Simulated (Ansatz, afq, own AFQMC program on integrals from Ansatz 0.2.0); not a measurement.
# GeH4 (singlet): quantum Monte Carlo beside coupled cluster at scale of all distances = 2.376, cc-pVDZ, part 2 of 2

Ansatz 0.2.0, Gaussian basis, and an in-house AFQMC program (afq) on its integrals; all values are calculated; cc-pVDZ, frozen cores.

### 11 Phaseless AFQMC, single-determinant trial on RHF (settings varied)

It reads the integrals that the CCSD(T) run on this determinant wrote.

On the command line:

```sh
> afq ham --method phaseless --trial hf --walkers 10 --populations 1 --least-time 40 --time-step 0.0025 --steps-per-block 25 --equilibration-blocks 48 --max-blocks 320 --target-error 0.00136 --factor-cut 1e-05 --seed 1114 --taylor-order 8
```

Output:

```text
orbitals 33  electrons 4 4  factors 167 of 509
reference energy -2076.83688400 Eh
CCSD correlation -0.49920071 Eh in 31 cycles, weight of the determinant in the CISD state 0.2785
energy of the start -2076.836884 Eh
 block  time / (1/Eh)  mean weight  energy / Eh
     1     0.062  1.0012  -2076.853045
     2     0.125  1.0008  -2076.867820
     3     0.188  0.9995  -2076.884469
     4     0.250  1.0001  -2076.888930
     5     0.312  0.9998  -2076.904991
     6     0.375  0.9979  -2076.925867
     7     0.438  1.0003  -2076.941324
     8     0.500  1.0018  -2076.946518
     9     0.562  1.0009  -2076.947010
    10     0.625  1.0008  -2076.952684
    19     1.188  1.0011  -2076.953141
    28     1.750  1.0006  -2076.974317
    37     2.312  1.0035  -2077.136071
    46     2.875  1.0022  -2077.164285
    55     3.438  0.9967  -2077.044998
    64     4.000  1.0010  -2077.061118
    73     4.562  0.9982  -2077.049526
    82     5.125  0.9996  -2077.036940
    91     5.688  0.9996  -2077.111672
   100     6.250  0.9990  -2077.039729
   109     6.813  1.0009  -2077.124445
   118     7.375  1.0000  -2077.155806
   127     7.938  1.0007  -2077.103111
   136     8.500  1.0015  -2077.051274
   145     9.062  1.0022  -2077.140586
   154     9.625  0.9977  -2077.115863
   163    10.188  1.0002  -2077.025747
   172    10.750  1.0009  -2077.073748
   181    11.312  1.0010  -2077.104082
   190    11.875  1.0004  -2077.090014
   199    12.438  1.0011  -2077.215365
   208    13.000  0.9988  -2077.300989
   217    13.562  0.9992  -2077.120337
   226    14.125  1.0010  -2077.039156
   235    14.688  0.9984  -2076.993561
   244    15.250  0.9981  -2077.059840
   253    15.813  1.0035  -2077.035121
   262    16.375  0.9945  -2076.991834
   271    16.938  1.0016  -2077.064382
   280    17.500  1.0070  -2077.311720
   289    18.062  1.0002  -2077.147856
   298    18.625  1.0013  -2077.010514
   307    19.188  1.0005  -2076.964394
   316    19.750  0.9989  -2076.986136
   325    20.312  1.0022  -2077.139987
   334    20.875  1.0047  -2077.293780
   343    21.438  1.0000  -2077.139801
   352    22.000  1.0008  -2077.092226
   361    22.562  0.9995  -2077.060021
blocks merged  error / Eh  count
     1  0.006421  320
     2  0.008333  160
     4  0.010569  80
     8  0.013771  40
    16  0.017236  20
    32  0.017092  10
energy -2077.103923 +/- 0.017236 Eh
```

It took 7.3 s on 1 thread of Arm Neoverse V1, shared host.

Energy -56520.8771 ± 0.4690 eV. The run doesn't count as converged. Caveats: constraint bias not in the error; error not settled; error above the target; large difference.

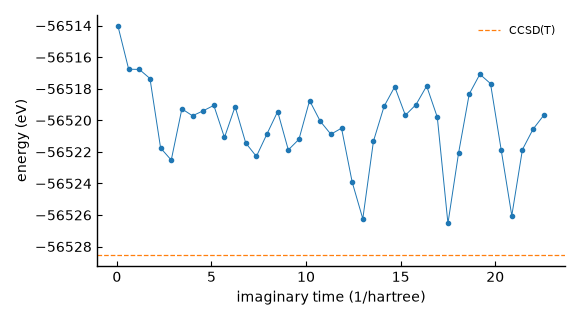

Block energies along the walk.

### 12 UHF

Contents of in.yaml:

```yaml
crystal:
  periodic: [false, false, false]
  atoms:
    - {symbol: Ge, position_ang: [0.000000, 0.000000, 0.000000]}
    - {symbol: H, position_ang: [2.101153, 2.107984, 2.105248]}
    - {symbol: H, position_ang: [-2.109617, -2.100433, 2.104331]}
    - {symbol: H, position_ang: [-2.099969, 2.101603, -2.112796]}
    - {symbol: H, position_ang: [2.108432, -2.109154, -2.096782]}
basis:
  gaussian: {orbitals: cc-pVDZ}
magnetization: {spin_polarized: true, initial_magnetization: 0}
hamiltonian: {xc: hf}
output: {orbitals: {seedname: orbitals}}
```

On the command line:

```sh
> ansatz run in.yaml --threads 1 --pin off --events-out ev --progress --plain --max-ram 1382MiB
```

Output, shortened:

```text
Functional definition: HF
  name "HF"
  cite "Fock, Z. Phys. 61, 126 (1930) doi:10.1007/BF01340294"
  parent pbe
[...]
509 factors; integrals over basis functions are off by at most 2.2e-4 eV
[...]
mean field -56525.95882442 eV, -2077.2906721265 hartree, gradient 1.9e-6 eV, S^2 2.951076; 12 other end points of the search recorded, 0 dependent functions left out
reference -56525.95882442 eV, -2077.2906721265 hartree; 18, 18 occupied and 29, 29 virtual orbitals, 509 factors
Total energy: -56525.95882442 eV, -2077.2906721265 hartree
```

Run time: 4.5 s. Hardware: 1 thread of Arm Neoverse V1, shared host.

From the report: ⟨S²⟩ of the determinant 2.951 (pure singlet: 0.00). The determinant is far from a pure spin state, so its energy mixes those of several spin states (harmless only where they are near-degenerate, as at dissociation).

### 13 CCSD(T) on UHF

in.yaml: that of step 12 with these lines changed.

```diff
@@ -11,3 +11,2 @@
 magnetization: {spin_polarized: true, initial_magnetization: 0}
-hamiltonian: {xc: hf}
-output: {orbitals: {seedname: orbitals}}
+correlation: {method: ccsd_t, electrons: outside_noble_gas, hamiltonian_folder: ham}
```

Launched as before.

Output, shortened:

```text
Functional definition: HF
  name "HF"
  cite "Fock, Z. Phys. 61, 126 (1930) doi:10.1007/BF01340294"
  parent pbe
[...]
509 factors; integrals over basis functions are off by at most 2.2e-4 eV
[...]
mean field -56525.95882442 eV, -2077.2906721265 hartree, gradient 3.1e-6 eV, S^2 2.951076; 28 other end points of the search recorded, 0 dependent functions left out
determinant -56525.95882442 eV, -2077.2906721265 hartree, with singles and doubles -56527.52628713 eV, -2077.3482753184 hartree
determinant -56525.88446869 eV, -2077.2879396036 hartree, with singles and doubles -56527.44478034 eV, -2077.3452799993 hartree
determinant -56525.88445406 eV, -2077.2879390660 hartree, with singles and doubles -56527.44582971 eV, -2077.3453185628 hartree
determinant -56525.59087563 eV, -2077.2771502577 hartree, with singles and doubles -56527.18472572 eV, -2077.3357231683 hartree
[...]
determinant -56525.43156218 eV, -2077.2712955963 hartree, with singles and doubles -56527.04790958 eV, -2077.3306952677 hartree
determinant -56525.37690288 eV, -2077.2692869043 hartree, with singles and doubles -56526.99575783 eV, -2077.3287787263 hartree
determinant -56523.23838454 eV, -2077.1906978050 hartree, with singles and doubles -56527.06750458 eV, -2077.3314153709 hartree
determinant -56515.00306481 eV, -2076.8880553868 hartree, with singles and doubles -56524.23653793 eV, -2077.2273792652 hartree
14 core orbitals not correlated: weight in the atoms' cores, before any rotation towards them, 1.000 or more for the frozen orbitals, at most 0.000 for the correlated occupied ones
reference -56525.95882442 eV, -2077.2906721265 hartree; 4, 4 occupied and 29, 29 virtual orbitals, 509 factors
second order -1.12311542 eV of doubles, -0.00000000 eV of singles
cycle   1  -1.58412168 eV  change    3.8e-7 eV  update   9.3e-6
perturbative correction -0.02626706 eV, -0.0009652966 hartree
Total energy: -56527.56921316 eV, -2077.3498528211 hartree
```

Run time: 35 s. Hardware: 1 thread of Arm Neoverse V1, shared host.

From the report: ⟨S²⟩ of the determinant 2.951 (pure singlet: 0.00); correlation -1.6104 eV; T1 0.013; largest double amplitude 0.07. The determinant is far from a pure spin state, so its energy mixes those of several spin states (harmless only where they are near-degenerate, as at dissociation).

This run also writes the integrals to the folder ham.

### 14 CCSDT(Q) on UHF

in.yaml: that of step 13 with these lines changed.

```diff
@@ -11,2 +11,2 @@
 magnetization: {spin_polarized: true, initial_magnetization: 0}
-correlation: {method: ccsd_t, electrons: outside_noble_gas, hamiltonian_folder: ham}
+correlation: {method: ccsdt_q, electrons: outside_noble_gas}
```

Same command.

Output, shortened:

```text
Functional definition: HF
  name "HF"
  cite "Fock, Z. Phys. 61, 126 (1930) doi:10.1007/BF01340294"
  parent pbe
[...]
802 factors; integrals over basis functions are off by at most 1.2e-7 eV
[...]
mean field -56525.95883089 eV, -2077.2906723644 hartree, gradient 9.9e-7 eV, S^2 2.951076; 28 other end points of the search recorded, 0 dependent functions left out
determinant -56525.95883089 eV, -2077.2906723644 hartree, with singles and doubles -56527.52645388 eV, -2077.3482814464 hartree
determinant -56525.88448250 eV, -2077.2879401114 hartree, with singles and doubles -56527.44461733 eV, -2077.3452740086 hartree
determinant -56525.88446787 eV, -2077.2879395736 hartree, with singles and doubles -56527.44613968 eV, -2077.3453299540 hartree
determinant -56525.59088271 eV, -2077.2771505178 hartree, with singles and doubles -56527.18397973 eV, -2077.3356957537 hartree
[...]
determinant -56525.37692956 eV, -2077.2692878848 hartree, with singles and doubles -56526.99573016 eV, -2077.3287777095 hartree
determinant -56523.23838815 eV, -2077.1906979377 hartree, with singles and doubles -56527.06752390 eV, -2077.3314160808 hartree
determinant -56515.00305682 eV, -2076.8880550934 hartree, with singles and doubles -56524.23653500 eV, -2077.2273791577 hartree
14 core orbitals not correlated: weight in the atoms' cores, before any rotation towards them, 1.000 or more for the frozen orbitals, at most 0.000 for the correlated occupied ones
reference -56525.95883089 eV, -2077.2906723644 hartree; 4, 4 occupied and 29, 29 virtual orbitals, 802 factors
second order -1.12311685 eV of doubles, -0.00000000 eV of singles
cycle   1  -1.43081608 eV  change   -3.1e-1 eV  update   5.3e-2
[...]
cycle  66  -1.65689395 eV  change   -4.2e-7 eV  update   2.9e-7
perturbative correction -0.00465233 eV, -0.0001709698 hartree
Total energy: -56527.62037717 eV, -2077.3517330636 hartree
```

Run time: 1.7 min. Hardware: 1 thread of Arm Neoverse V1, shared host; peak memory 0.3 GiB.

From the report: ⟨S²⟩ of the determinant 2.951 (pure singlet: 0.00); correlation -1.6615 eV; T1 0.031; largest double amplitude 0.22. The determinant is far from a pure spin state, so its energy mixes those of several spin states (harmless only where they are near-degenerate, as at dissociation).

### 15 Phaseless AFQMC, CISD trial on UHF

It reads the integrals that the CCSD(T) run on this determinant wrote.

On the command line:

```sh
> afq ham --method phaseless --trial cisd --walkers 60 --populations 1 --least-time 40 --time-step 0.005 --steps-per-block 50 --equilibration-blocks 40 --max-blocks 300 --target-error 0.00068 --factor-cut 1e-05 --start spin_pure --seed 6835 --release-times 0.24,0.51,0.99,1.62,2.4 --release-step 0.03 --release-every 4 --taylor-order 6
```

Output:

```text
orbitals 33  electrons 4 4  factors 167 of 509
reference energy -2077.29067213 Eh
CCSD correlation -0.05821520 Eh in 37 cycles, weight of the determinant in the CISD state 0.9338
energy of the start -2077.343548 Eh
 block  time / (1/Eh)  mean weight  energy / Eh
     1     0.250  0.9998  -2077.345839
     2     0.500  0.9993  -2077.347253
     3     0.750  0.9996  -2077.348910
     4     1.000  0.9992  -2077.349803
     5     1.250  0.9994  -2077.350618
     6     1.500  0.9994  -2077.350197
     7     1.750  0.9999  -2077.351283
     8     2.000  0.9994  -2077.350219
     9     2.250  0.9996  -2077.350394
    10     2.500  0.9994  -2077.351105
    11     2.750  0.9994  -2077.351406
    16     4.000  0.9995  -2077.352655
    21     5.250  0.9983  -2077.353523
    26     6.500  1.0003  -2077.353004
    31     7.750  0.9990  -2077.353516
    36     9.000  1.0000  -2077.352382
    41    10.250  1.0004  -2077.352936
    46    11.500  0.9988  -2077.352858
    51    12.750  1.0012  -2077.353466
    56    14.000  1.0008  -2077.351363
    61    15.250  1.0000  -2077.352189
    66    16.500  1.0001  -2077.351167
    71    17.750  1.0004  -2077.352323
    76    19.000  1.0011  -2077.353628
    81    20.250  1.0007  -2077.352116
    86    21.500  1.0001  -2077.351980
    91    22.750  0.9981  -2077.351755
    96    24.000  0.9998  -2077.351988
   101    25.250  1.0002  -2077.350829
   106    26.500  0.9989  -2077.350333
   111    27.750  0.9988  -2077.349322
   116    29.000  0.9999  -2077.350875
   121    30.250  0.9991  -2077.351272
   126    31.500  0.9981  -2077.353797
   131    32.750  1.0021  -2077.353306
   136    34.000  0.9988  -2077.353005
   141    35.250  0.9999  -2077.352849
   146    36.500  0.9998  -2077.351597
   151    37.750  0.9996  -2077.349430
   156    39.000  0.9995  -2077.351035
   161    40.250  0.9988  -2077.352554
   166    41.500  0.9987  -2077.351007
   171    42.750  1.0012  -2077.349486
   176    44.000  0.9995  -2077.349667
   181    45.250  0.9999  -2077.353293
   186    46.500  0.9970  -2077.351926
   191    47.750  1.0004  -2077.352496
   196    49.000  1.0003  -2077.351947
blocks merged  error / Eh  count
     1  0.000115  160
     2  0.000148  80
     4  0.000191  40
     8  0.000233  20
    16  0.000214  10
released: time / (1/Eh)  energy / Eh  error  mean overlap
  0.24  -2077.352338  0.000253  1.0055
  0.51  -2077.352038  0.000266  1.0142
  0.99  -2077.352366  0.000260  1.0174
  1.62  -2077.352692  0.000401  1.0186
  2.40  -2077.352561  0.000331  1.0092
energy -2077.352126 +/- 0.000233 Eh
```

Run time: 2 min. Hardware: 1 thread of Arm Neoverse V1, shared host.

Energy -56527.6311 ± 0.0064 eV. Caveats: constraint bias not in the error.

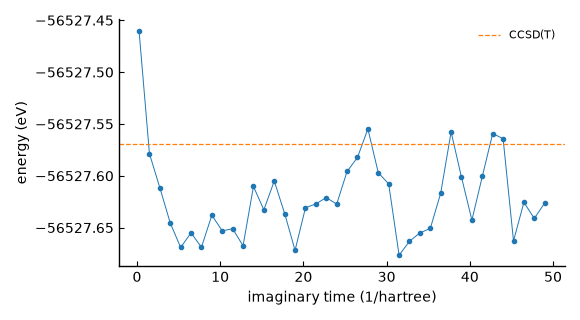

Block energies along the walk.

### 16 Phaseless AFQMC, single-determinant trial on UHF (settings varied)

It reads the integrals that the CCSD(T) run on this determinant wrote.

On the command line:

```sh
> afq ham --method phaseless --trial hf --walkers 10 --populations 1 --least-time 40 --time-step 0.0025 --steps-per-block 25 --equilibration-blocks 48 --max-blocks 320 --target-error 0.00136 --factor-cut 1e-05 --start spin_pure --seed 1114 --taylor-order 8
```

Output:

```text
orbitals 33  electrons 4 4  factors 167 of 509
reference energy -2077.29067213 Eh
CCSD correlation -0.05821520 Eh in 37 cycles, weight of the determinant in the CISD state 0.9338
energy of the start -2077.294724 Eh
 block  time / (1/Eh)  mean weight  energy / Eh
     1     0.062  1.0001  -2077.300340
     2     0.125  1.0006  -2077.305299
     3     0.188  0.9993  -2077.309028
     4     0.250  1.0009  -2077.311707
     5     0.312  0.9990  -2077.313875
     6     0.375  0.9999  -2077.320265
     7     0.438  0.9991  -2077.325005
     8     0.500  1.0006  -2077.323767
     9     0.562  1.0009  -2077.326286
    10     0.625  1.0006  -2077.331023
    19     1.188  0.9993  -2077.334962
    28     1.750  0.9998  -2077.338252
    37     2.312  1.0017  -2077.345872
    46     2.875  1.0004  -2077.344266
    55     3.438  1.0000  -2077.349910
    64     4.000  1.0015  -2077.340064
    73     4.562  1.0012  -2077.366186
    82     5.125  0.9998  -2077.380372
    91     5.688  1.0000  -2077.420010
   100     6.250  0.9994  -2077.328457
   109     6.813  1.0006  -2077.332299
   118     7.375  1.0006  -2077.366288
   127     7.938  1.0009  -2077.349950
   136     8.500  1.0003  -2077.347864
   145     9.062  1.0007  -2077.336021
   154     9.625  0.9996  -2077.330945
   163    10.188  1.0007  -2077.349258
   172    10.750  1.0002  -2077.365149
   181    11.312  1.0018  -2077.337403
   190    11.875  0.9997  -2077.333711
   199    12.438  0.9988  -2077.333971
   208    13.000  0.9994  -2077.362912
   217    13.562  0.9990  -2077.354437
   226    14.125  1.0005  -2077.383457
   235    14.688  0.9989  -2077.365704
   244    15.250  1.0006  -2077.353826
   253    15.813  1.0012  -2077.363563
   262    16.375  0.9987  -2077.361807
   271    16.938  1.0008  -2077.362872
   280    17.500  1.0003  -2077.415779
   289    18.062  0.9992  -2077.378259
   298    18.625  1.0009  -2077.381438
   307    19.188  1.0009  -2077.350953
   316    19.750  0.9989  -2077.338729
   325    20.312  1.0037  -2077.348056
   334    20.875  1.0014  -2077.352060
   343    21.438  1.0005  -2077.340316
   352    22.000  1.0003  -2077.341053
   361    22.562  0.9994  -2077.382172
blocks merged  error / Eh  count
     1  0.001181  320
     2  0.001638  160
     4  0.002234  80
     8  0.002989  40
    16  0.004074  20
    32  0.004413  10
energy -2077.357164 +/- 0.004074 Eh
```

It took 12 s on 1 thread of Arm Neoverse V1, shared host.

Energy -56527.7682 ± 0.1109 eV. The run doesn't count as converged. Caveats: constraint bias not in the error; error not settled; error above the target.

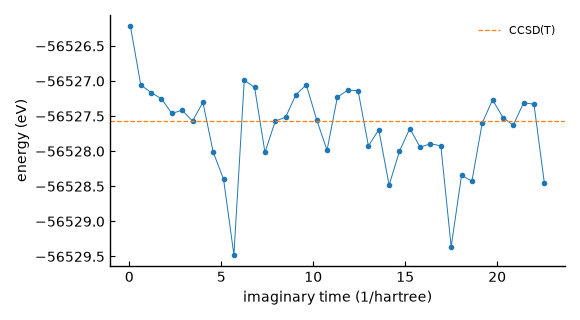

Block energies along the walk.

### 17 Free-projection AFQMC, first-order trial on UHF (settings varied)

It reads the integrals that the CCSD(T) run on this determinant wrote.

On the command line:

```sh
> afq ham --method free --trial mp1 --walkers 100 --time-step 0.02 --max-blocks 60 --target-error 0.00136 --factor-cut 0.001 --seed 7461 --times 0.0,0.4,0.8,1.6,2.4 --taylor-order 10
```

Output:

```text
orbitals 33  electrons 4 4  factors 111 of 509
reference energy -2077.29067213 Eh
CCSD correlation -0.05819887 Eh in 36 cycles, weight of the determinant in the CISD state 0.9342
repeat  energy at the last time / Eh  error
    10  -2077.350160  0.000417
    20  -2077.350143  0.000285
    30  -2077.350246  0.000231
time / (1/Eh)  energy / Eh  error  mean overlap
  0.00  -2077.349123  0.000214  1.0394
  0.40  -2077.349556  0.000224  1.0356
  0.80  -2077.349716  0.000229  1.0385
  1.60  -2077.349652  0.000211  1.0432
  2.40  -2077.350221  0.000225  1.0190
energy -2077.350221 +/- 0.000225 Eh
```

Wall time 47 s (1 thread of Arm Neoverse V1, shared host).

Energy -56527.5792 ± 0.0061 eV. The run doesn't count as converged. Caveats: remainder of the start not in the error; start not forgotten; start is not spin pure.

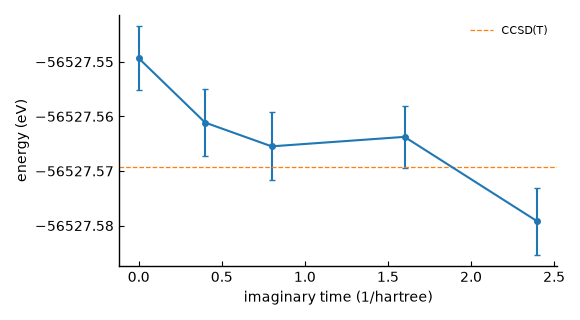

Energy against projection time, with error bars.

### 18 AFQMC on the ladder

On the UHF determinant, counted from CCSDT(Q) (a yardstick, not exact):

```
                                              level  energy (eV)  from CCSDT(Q) (meV)  statistical error (meV)   time
                                                 HF  -56525.9588              +1661.6                                
                                                MP2  -56527.0819               +538.4                                
                                               CCSD  -56527.5429                +77.4                                
                                            CCSD(T)  -56527.5692                +51.2                                
                                           CCSDT(Q)  -56527.6204                  0.0                                
Phaseless AFQMC, CISD trial, step 0.005, 60 walkers  -56527.6311                -10.7                      6.4  2 min
```

The functionals' totals stand on their own zeros and serve differences with other points: PBE -56560.961 eV; r2SCAN -56569.359 eV; PBE0 -56562.554 eV; B3LYP -56571.239 eV; wB97M-V -56565.723 eV; B2PLYP -56558.224 eV.

### 19 Outcome

This closing draws on all 2 parts.

| quantity | value |
| --- | --- |
| CCSD(T) on UHF from CCSDT(Q) | +51.2 meV |
| Phaseless AFQMC, CISD trial on UHF from CCSDT(Q) | -10.7 ± 6.4 meV |

In words: On UHF the phaseless walk with the CISD trial lies -10.7 meV from CCSDT(Q), within three error bars. Error bars are statistical and leave out the constraint, the time step and what remains of the start.
